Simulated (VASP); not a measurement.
Band structure of ZrO$_{2}$ (fluorite). These are PBE GGA with D3 dispersion (zero damping), VASP's PBE PAW potentials (set 64) (plane waves; VASP) values and carry that method's errors.

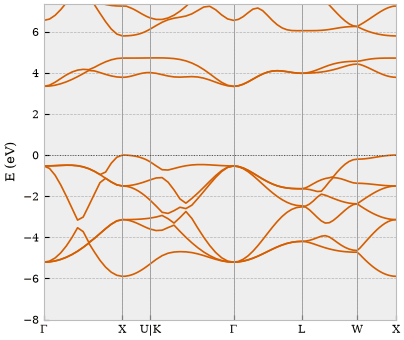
Figure. Bands along high-symmetry lines, zero at the valence-band maximum or, without a gap, the Fermi level

Read the plot: is there a gap, and where are the band edges?

The gap is indirect, 3.34 eV, from the valence maximum at X to the conduction minimum at Γ. (Edges off the drawn lines would not show.)

The compound is ZrO2 in the fluorite structure, the high-temperature cubic form, which is unstable at 0 K; the monoclinic form is the stable one. It was relaxed first.
